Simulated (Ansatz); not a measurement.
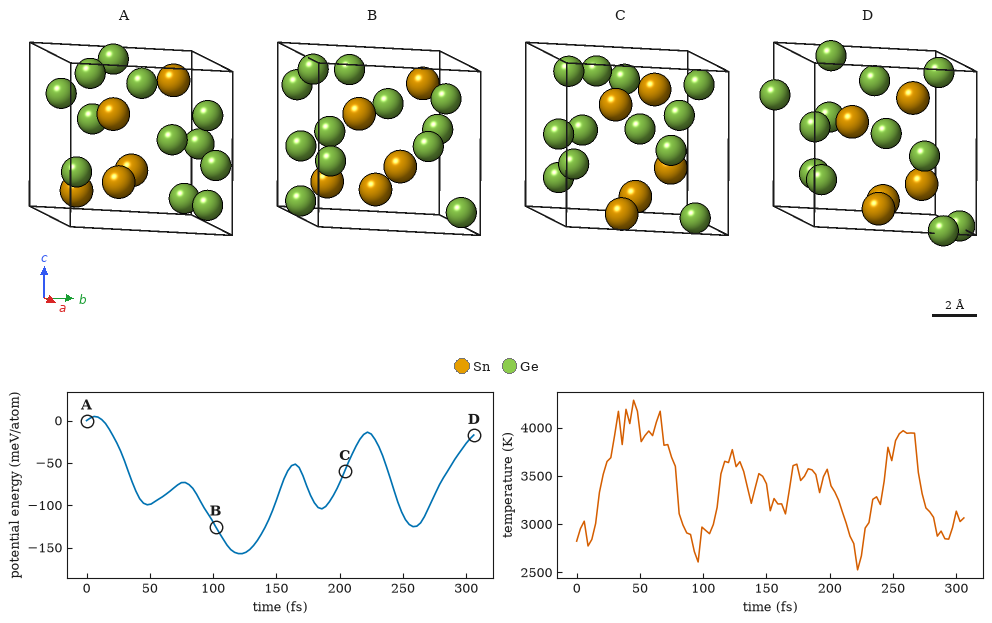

First-principles dynamics of an amorphous cell of composition Sn$_{5}$Ge$_{12}$ (17 atoms in the cell), 306 fs long. Frames (A at 0 fs, B at 102 fs, C at 204 fs, D at 306 fs) and the history of the run. Style: spheres-only. Shown: the simulation cell, slightly off an axis. Atoms that leave the cell re-enter on the other side.

Method: DFT PBE, scalar-relativistic, plane waves, PAW in Ansatz 0.2.0. Settings: plane-wave cutoff 420 eV; k-point mesh 1 × 1 × 1; Fermi-Dirac smearing 0.259 eV; volume 0.96 times that of the relaxed crystal; set temperature 3000 K; time step 3 fs.

> Describe the run.

The mean temperature in the second half is 3300 K (standard deviation 350 K). The potential energy in the second half lies on average 68.0 meV per atom below the first frame. The mean pressure there is 6.6 GPa. Root-mean-square distances from the starting positions over the second half, with the common drift of all atoms taken out: Ge 1.56 Å, Sn 1.52 Å. That is a large part of the typical shortest distance between atoms in the first frame, about 2.5 Å and still growing: the atoms leave their places as in a liquid.

Limits of the set-up: the periodic images lie only 7.1 Å apart, so the values are limited by the cell's size.

The run took 5.3 min on 2 threads of Arm Neoverse V2, on a shared host, peak memory 0.66 GiB.
